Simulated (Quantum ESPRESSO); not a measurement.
# Collinear magnetic orders of NbCrP with Quantum ESPRESSO

A self-consistent run ends on one state, which hangs on the start. Several orders of NbCrP are started in Quantum ESPRESSO and their energies compared.

Program: Quantum ESPRESSO 7.5. Level of theory: PBEsol; plane waves with GBRV 1.5 PBEsol potentials, no spin-orbit coupling. Results are calculated unless marked as measured.

## Step 1: The starting structure

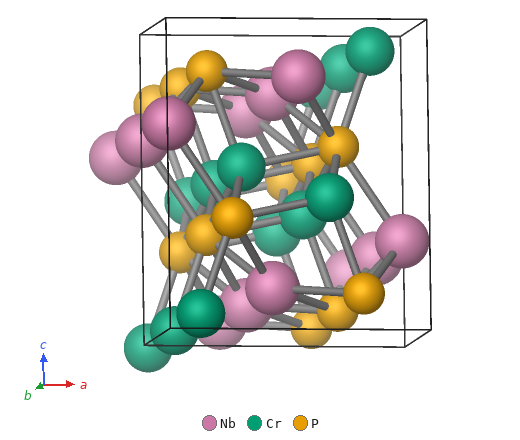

The cell as given, slightly off an axis (niobium pink, chromium teal, phosphorus orange). 1×3×1 cells are drawn.

The cell comes from Materials Project 2023-11-01, a database of computed structures, and need not be the stable phase.

## Step 2: Start 1: ferro ++++

The signs are those of the starting moments on the seeded atoms, the atoms that are given a moment.

File pw.in:

```
&CONTROL
  calculation = 'scf'
  prefix = 'pwscf'
  outdir = './tmp'
  pseudo_dir = './pseudo'
  disk_io = 'nowf'
/
&SYSTEM
  ibrav = 0
  nat = 12
  ntyp = 3
  ecutwfc = 40
  ecutrho = 280
  nbnd = 86
  occupations = 'smearing'
  smearing = 'fd'
  degauss = 0.00734986
  nspin = 2
  starting_magnetization(1) = 0
  starting_magnetization(2) = 0.1786
  starting_magnetization(3) = 0
/
&ELECTRONS
  conv_thr = 2.4d-08
  electron_maxstep = 150
  mixing_beta = 0.3
/
ATOMIC_SPECIES
Nb     92.9064 nb_pbesol_v1.uspp.F.UPF
Cr     51.9961 cr_pbesol_v1.5.uspp.F.UPF
P      30.9738 p_pbesol_v1.5.uspp.F.UPF
CELL_PARAMETERS angstrom
   6.2884547106    0.0000000000    0.0000000000
   0.0000000000    3.5360822200    0.0000000000
   0.0000000000    0.0000000000    7.4213666007
ATOMIC_POSITIONS crystal
Nb      0.5300557600    0.2500000000    0.8267057800
Nb      0.0300557600    0.2500000000    0.6732942200
Nb      0.9699442400    0.7500000000    0.3267057700
Nb      0.4699442400    0.7500000000    0.1732942300
Cr      0.3570215600    0.7500000000    0.5622066200
Cr      0.1429784400    0.2500000000    0.0622066200
Cr      0.8570215600    0.7500000000    0.9377933800
Cr      0.6429784400    0.2500000000    0.4377933800
P       0.2699073200    0.2500000000    0.3705804100
P       0.7699073200    0.2500000000    0.1294195900
P       0.7300926800    0.7500000000    0.6294195900
P       0.2300926800    0.7500000000    0.8705804100
K_POINTS automatic
4 8 4 0 0 0
```

Command:

```console
$ OMP_NUM_THREADS=1 mpirun -n 4 pw.x -nk 4 -in pw.in > pw.out
```

The program printed:

```text
Program PWSCF v.7.5 starts

     Message from routine setup:
     using ibrav=0 with symmetry is DISCOURAGED, use correct ibrav instead

     K-points division:     npool     =       4
     Subspace diagonalization in iterative solution of the eigenvalue problem:

     G-vector sticks info
     --------------------
     sticks:   dense  smooth     PW     G-vecs:    dense   smooth      PW
     Sum        1769    1013    297                88151    38065    6207

     Using Slab Decomposition

     bravais-lattice index     =            0
     lattice parameter (alat)  =      11.8835  a.u.
     unit-cell volume          =    1113.6450 (a.u.)^3
     number of atoms/cell      =           12
     number of atomic types    =            3
     number of electrons       =       128.00
     number of Kohn-Sham states=           86
     kinetic-energy cutoff     =      40.0000  Ry
     charge density cutoff     =     280.0000  Ry
     scf convergence threshold =      2.4E-08
     mixing beta               =       0.3000
     number of iterations used =            8  plain     mixing
     Exchange-correlation= SLA  PW   PSX  PSC
                           (   1   4  10   8   0   0   0)

     celldm(1)=  11.883457  celldm(2)=   0.000000  celldm(3)=   0.000000
     celldm(4)=   0.000000  celldm(5)=   0.000000  celldm(6)=   0.000000

     crystal axes: (cart. coord. in units of alat)
               a(1) = (   1.000000   0.000000   0.000000 )
               a(2) = (   0.000000   0.562313   0.000000 )
               a(3) = (   0.000000   0.000000   1.180157 )

     reciprocal axes: (cart. coord. in units 2 pi/alat)
               b(1) = (  1.000000  0.000000  0.000000 )
               b(2) = (  0.000000  1.778368  0.000000 )
               b(3) = (  0.000000  0.000000  0.847345 )

     PseudoPot. # 1 for Nb read from file:
     nb_pbesol_v1.uspp.F.UPF
     Pseudo is Ultrasoft + core correction, Zval = 13.0
     Generated by new atomic code, or converted to UPF format
     Using radial grid of  887 points,  6 beta functions with:
                l(1) =   0
                l(2) =   0
                l(3) =   1
                l(4) =   1
                l(5) =   2
                l(6) =   2
     Q(r) pseudized with  6 coefficients,  rinner =    1.000   1.000   1.000
                                                       1.000   1.000

     PseudoPot. # 2 for Cr read from file:
     cr_pbesol_v1.5.uspp.F.UPF
     Pseudo is Ultrasoft + core correction, Zval = 14.0
     Generated by new atomic code, or converted to UPF format
     Using radial grid of  857 points,  6 beta functions with:
                l(1) =   0
                l(2) =   0
                l(3) =   1
                l(4) =   1
                l(5) =   2
                l(6) =   2
     Q(r) pseudized with  8 coefficients,  rinner =    0.950   0.950   0.950
                                                       0.950   0.950

     PseudoPot. # 3 for P  read from file:
     p_pbesol_v1.5.uspp.F.UPF
     Pseudo is Ultrasoft + core correction, Zval =  5.0
     Generated by new atomic code, or converted to UPF format
     Using radial grid of  903 points,  6 beta functions with:
                l(1) =   0
                l(2) =   0
                l(3) =   1
                l(4) =   1
                l(5) =   2
                l(6) =   2
     Q(r) pseudized with  8 coefficients,  rinner =    1.300   1.300   1.300
                                                       1.300   1.300

     atomic species   valence    mass     pseudopotential
     Nb               13.00    92.90640     Nb( 1.00)
     Cr               14.00    51.99610     Cr( 1.00)
     P                 5.00    30.97380     P ( 1.00)

     Starting magnetic structure
     atomic species   magnetization
     Nb              0.000
     Cr              0.179
     P               0.000

      8 Sym. Ops., with inversion, found ( 6 have fractional translation)

   Cartesian axes

     site n.     atom                  positions (alat units)
         1        Nb     tau(   1) = (   0.5300558   0.1405783   0.9756430  )
         2        Nb     tau(   2) = (   0.0300558   0.1405783   0.7945932  )
         3        Nb     tau(   3) = (   0.9699442   0.4217350   0.3855642  )
         4        Nb     tau(   4) = (   0.4699442   0.4217350   0.2045145  )
         5        Cr     tau(   5) = (   0.3570216   0.4217350   0.6634923  )
         6        Cr     tau(   6) = (   0.1429784   0.1405783   0.0734136  )
         7        Cr     tau(   7) = (   0.8570216   0.4217350   1.1067438  )
         8        Cr     tau(   8) = (   0.6429784   0.1405783   0.5166651  )
         9        P      tau(   9) = (   0.2699073   0.1405783   0.4373432  )
        10        P      tau(  10) = (   0.7699073   0.1405783   0.1527355  )
        11        P      tau(  11) = (   0.7300927   0.4217350   0.7428142  )
        12        P      tau(  12) = (   0.2300927   0.4217350   1.0274219  )

     number of k points=    45  Fermi-Dirac smearing, width (Ry)=  0.0073
                       cart. coord. in units 2pi/alat
        k(    1) = (   0.0000000   0.0000000   0.0000000), wk =   0.0078125
        k(    2) = (   0.0000000   0.0000000   0.2118361), wk =   0.0156250
        k(    3) = (   0.0000000   0.0000000  -0.4236723), wk =   0.0078125
        k(    4) = (   0.0000000   0.2222960   0.0000000), wk =   0.0156250
        k(    5) = (   0.0000000   0.2222960   0.2118361), wk =   0.0312500
        [... 40 further k-points ...]

     Dense  grid:    88151 G-vectors     FFT dimensions: (  64,  36,  80)

     Smooth grid:    38065 G-vectors     FFT dimensions: (  48,  30,  60)

     Check: negative core charge=   -0.000004
     Generating pointlists ...
     new r_m :   0.1709 (alat units)  2.0312 (a.u.) for type    1
     new r_m :   0.1531 (alat units)  1.8195 (a.u.) for type    2
     new r_m :   0.1531 (alat units)  1.8195 (a.u.) for type    3

     Initial potential from superposition of free atoms

     starting charge     123.9894, renormalised to     128.0000

     negative rho (up, down):  3.932E-03 2.719E-03
     Starting wfcs are  108 randomized atomic wfcs

     Self-consistent Calculation

     iteration #  1     ecut=    40.00 Ry     beta= 0.30
     Davidson diagonalization with overlap
     ethr =  1.00E-02,  avg # of iterations =  3.2

     negative rho (up, down):  2.299E-03 3.379E-03

     total energy              =   -1233.38512047 Ry
     estimated scf accuracy    <       9.76380856 Ry

     total magnetization       =     6.53 Bohr mag/cell
     absolute magnetization    =     7.45 Bohr mag/cell

     iteration #  2     ecut=    40.00 Ry     beta= 0.30
     Davidson diagonalization with overlap
     ethr =  7.63E-03,  avg # of iterations =  3.2

     negative rho (up, down):  2.864E-03 3.936E-03

     total energy              =   -1233.33376042 Ry
     estimated scf accuracy    <      27.67321177 Ry

     total magnetization       =     1.88 Bohr mag/cell
     absolute magnetization    =     2.42 Bohr mag/cell

     iteration #  3     ecut=    40.00 Ry     beta= 0.30
     Davidson diagonalization with overlap
     ethr =  7.63E-03,  avg # of iterations =  2.2

     negative rho (up, down):  1.931E-03 5.100E-03

     total energy              =   -1235.67651945 Ry
     estimated scf accuracy    <       0.84845007 Ry

     total magnetization       =     6.54 Bohr mag/cell
     absolute magnetization    =     7.24 Bohr mag/cell

     [... further iterations left out ...]

     iteration # 14     ecut=    40.00 Ry     beta= 0.30
     Davidson diagonalization with overlap
     ethr =  1.55E-09,  avg # of iterations =  5.2

     negative rho (up, down):  8.932E-04 5.672E-03

     total energy              =   -1235.90002484 Ry
     estimated scf accuracy    <       0.00000045 Ry

     total magnetization       =     5.39 Bohr mag/cell
     absolute magnetization    =     5.92 Bohr mag/cell

     iteration # 15     ecut=    40.00 Ry     beta= 0.30
     Davidson diagonalization with overlap
     ethr =  3.49E-10,  avg # of iterations =  4.3

     negative rho (up, down):  8.943E-04 5.670E-03

     total energy              =   -1235.90002603 Ry
     estimated scf accuracy    <       0.00000013 Ry

     total magnetization       =     5.38 Bohr mag/cell
     absolute magnetization    =     5.90 Bohr mag/cell

     iteration # 16     ecut=    40.00 Ry     beta= 0.30
     Davidson diagonalization with overlap
     ethr =  9.93E-11,  avg # of iterations =  3.1

     negative rho (up, down):  8.924E-04 5.671E-03

     total energy              =   -1235.90002614 Ry
     estimated scf accuracy    <       0.00000003 Ry

     total magnetization       =     5.37 Bohr mag/cell
     absolute magnetization    =     5.90 Bohr mag/cell

     iteration # 17     ecut=    40.00 Ry     beta= 0.30
     Davidson diagonalization with overlap
     ethr =  2.40E-11,  avg # of iterations =  3.5

     negative rho (up, down):  8.920E-04 5.671E-03

     Magnetic moment per site  (integrated on atomic sphere of radius R)
     atom   1 (R=0.171)  charge= 10.1755  magn= -0.0148
     atom   2 (R=0.171)  charge= 10.1755  magn= -0.0148
     atom   3 (R=0.171)  charge= 10.1755  magn= -0.0148
     atom   4 (R=0.171)  charge= 10.1755  magn= -0.0148
     atom   5 (R=0.153)  charge= 11.9121  magn=  1.1972
     atom   6 (R=0.153)  charge= 11.9121  magn=  1.1972
     atom   7 (R=0.153)  charge= 11.9121  magn=  1.1972
     atom   8 (R=0.153)  charge= 11.9121  magn=  1.1972
     atom   9 (R=0.153)  charge=  2.9123  magn= -0.0075
     atom  10 (R=0.153)  charge=  2.9123  magn= -0.0075
     atom  11 (R=0.153)  charge=  2.9123  magn= -0.0075
     atom  12 (R=0.153)  charge=  2.9123  magn= -0.0075

     End of self-consistent calculation

     [... lines left out ...]
     the Fermi energy is    17.6412 ev

!    total energy              =   -1235.90002616 Ry
     estimated scf accuracy    <          2.4E-09 Ry
     smearing contrib. (-TS)   =      -0.02373056 Ry
     internal energy E=F+TS    =   -1235.87629559 Ry

     The total energy is F=E-TS. E is the sum of the following terms:
     one-electron contribution =    -367.15398422 Ry
     hartree contribution      =     254.96283590 Ry
     xc contribution           =    -186.80526137 Ry
     ewald contribution        =    -936.87988591 Ry

     total magnetization       =     5.37 Bohr mag/cell
     absolute magnetization    =     5.90 Bohr mag/cell

     convergence has been achieved in  17 iterations

=------------------------------------------------------------------------------=
   JOB DONE.
=------------------------------------------------------------------------------=
```

The job ended after 7.7 min (4 MPI ranks of Arm Neoverse V1, shared host; peak memory 1.4 GiB; 31 min of CPU time).

Spin moment in the atom's sphere by atom:

```tsv
atom	spin moment in the atom's sphere (μB)
Nb1	-0.01
Nb2	-0.01
Nb3	-0.01
Nb4	-0.01
Cr5	1.20
Cr6	1.20
Cr7	1.20
Cr8	1.20
P9	-0.01
P10	-0.01
P11	-0.01
P12	-0.01
```

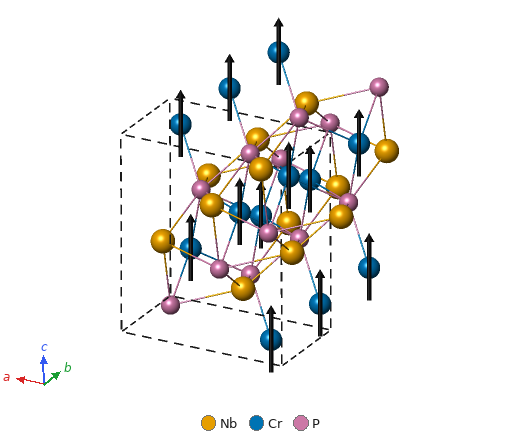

Spin moment in the atom's sphere as arrows, the longest 1.20 μB. Up and down stand for the sign. Arrows give size and sign along the axis of quantisation, drawn up and down the page. 1×3×1 cells are drawn.

This step gave:

```yaml
smearing_term_ts: 0.3229 eV
magnetization: 5.374 μB
absolute_magnetization: 5.897 μB
final_state: ferromagnetic
```

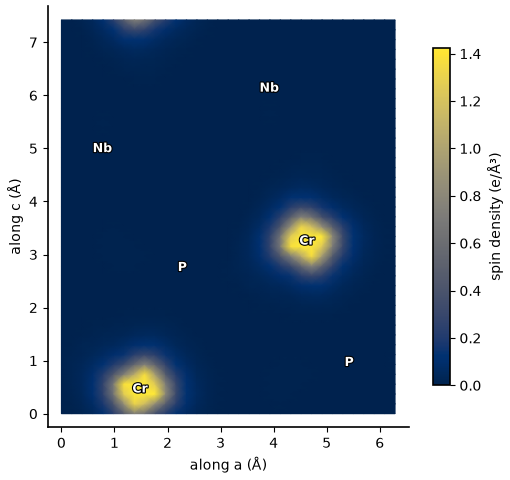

Spin density in the ac plane at fractional y = 0.250, with atoms of Nb and Cr and P within 0.2 Å of it. The map starts off the cell's origin, so that atoms lie inside it.

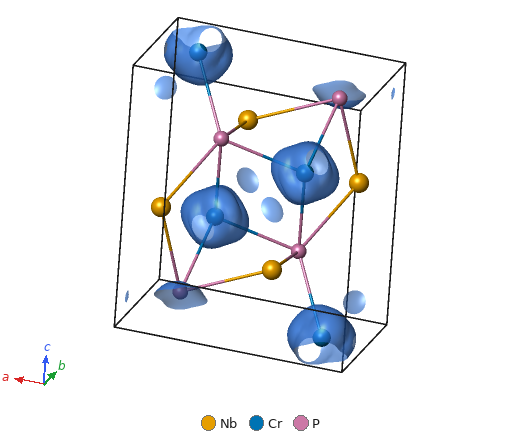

Surface of spin density = 0.11 e/Å³, which holds about 70 % of the integral of its size.

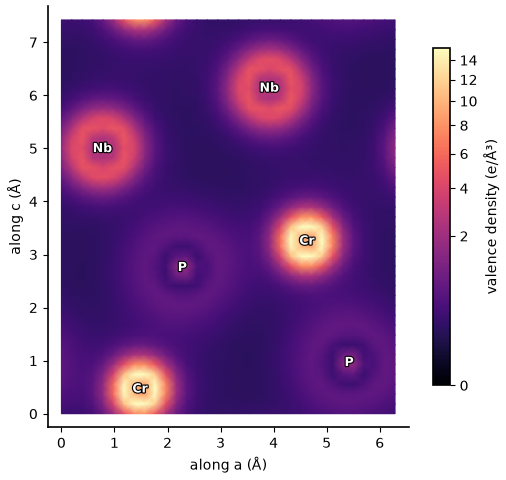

Valence density in the ac plane at fractional y = 0.250, with atoms of Nb and Cr and P within 0.2 Å of it. It is the smooth field of the valence electrons, not physical close to the nuclei. The map starts off the cell's origin, so that atoms lie inside it. The colour scale is stretched toward low values.

(Continued in part 2 of 3.)

[Logs and program files are shortened in this print: banners, set-up blocks, solver, clock and traceback lines can be left out without a mark of their own.]

[Logs are printed without paths, hosts, clocks, repeated set-up lines and the standing remarks that a program may print on its own settings, such as how far it seeks lower states.]

[Hosts, paths, dates, database ids (printed as entryN), source tags and the programs' standing remarks are cut or masked in the printed files.]

[Where a cell is said to come from a database of computed structures, the database is the Materials Project.]
